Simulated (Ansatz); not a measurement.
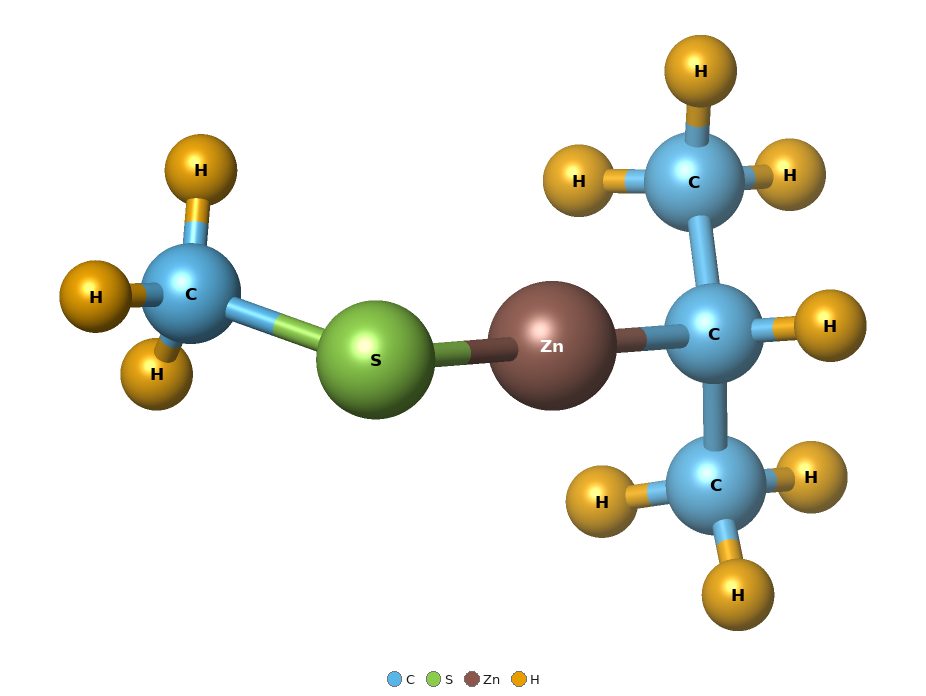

Ball-and-stick drawing of a structure. Every bond is drawn as one stick, whatever its order.

Computed geometry: PBE0-D4/def2-TZVP optimisation.

What does the picture show?

Formula C₄H₁₀SZn. Its SMILES string is `C[S][Zn][CH](C)C`. This geometry has C1 symmetry. Coordination: 4 C tetrahedral; 1 S bent; 1 Zn linear.

More results for the same structure follow; atom numbers are the same in all pictures, views and colours differ.

**Charges**

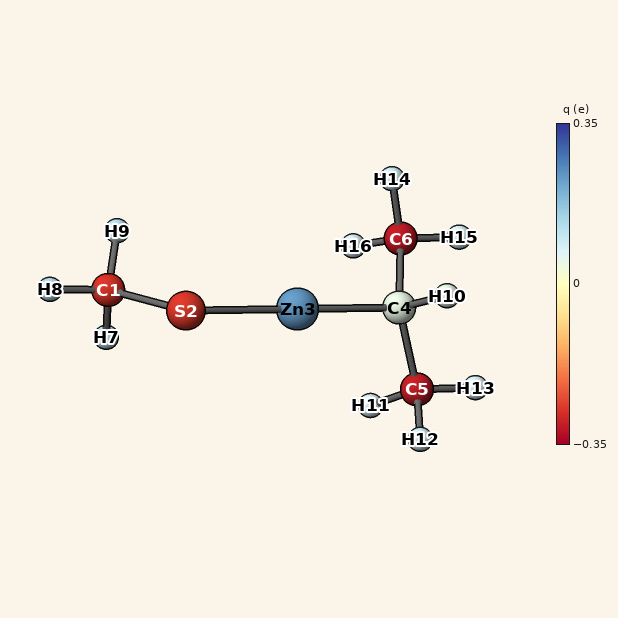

Atoms are coloured by their Mulliken charges. Method: RKS B3LYP-D4/def2-TZVPP (Ansatz 0.2.0).

> Which atom carries the highest charge (most positive or least negative)?

Zn3 (0.23 e).

> And the lowest?

C6 (−0.31 e).

List the Mulliken charges.

| atom | value (e) |
| --- | --- |
| C1 | −0.27 |
| S2 | −0.27 |
| Zn3 | 0.23 |
| C4 | 0.05 |
| C5 | −0.30 |
| C6 | −0.31 |
| H7 | 0.12 |
| H8 | 0.12 |
| H9 | 0.12 |
| H10 | 0.05 |
| H11 | 0.08 |
| H12 | 0.09 |
| H13 | 0.07 |
| H14 | 0.09 |
| H15 | 0.07 |
| H16 | 0.08 |

**Vibrations**

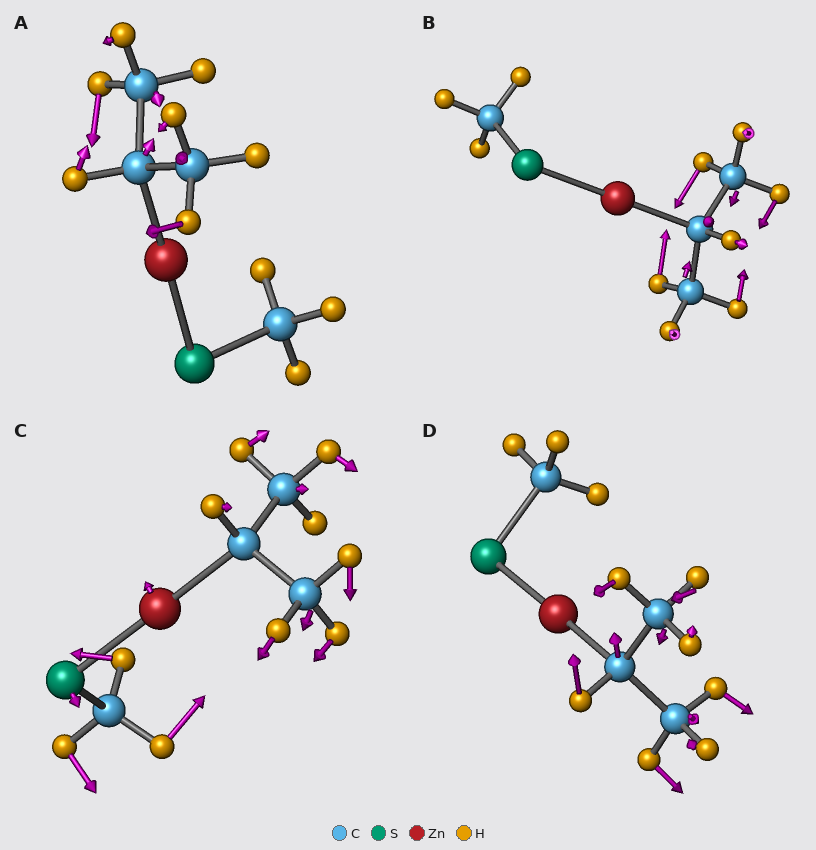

4 normal modes of one molecule or complex, as arrows. Harmonic vibrations computed with RKS PBE0-D4/def2-TZVP (Ansatz 0.2.0) at a stationary point of the same level.

> Match the panels to the wavenumbers 67 cm⁻¹, 374 cm⁻¹, 900 cm⁻¹, 1111 cm⁻¹.

A: 900 cm⁻¹
B: 374 cm⁻¹
C: 67 cm⁻¹
D: 1111 cm⁻¹

**Dipole moment**

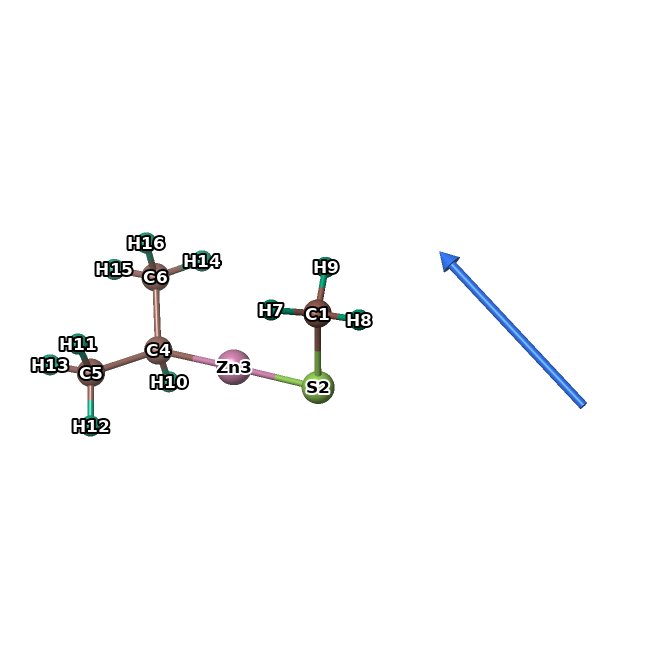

The arrow beside the molecule shows the direction of the dipole moment, from the negative to the positive end (its length means nothing). Level of theory: RKS PBE0-D4/def2-TZVP (Ansatz 0.2.0).

> Estimate the dipole moment.

1.74 D; it points from the side of S2, H8 to the side of H15 (the outermost atoms at the two ends).

Mulliken values depend strongly on the basis set and can even reverse the polarity of a bond.
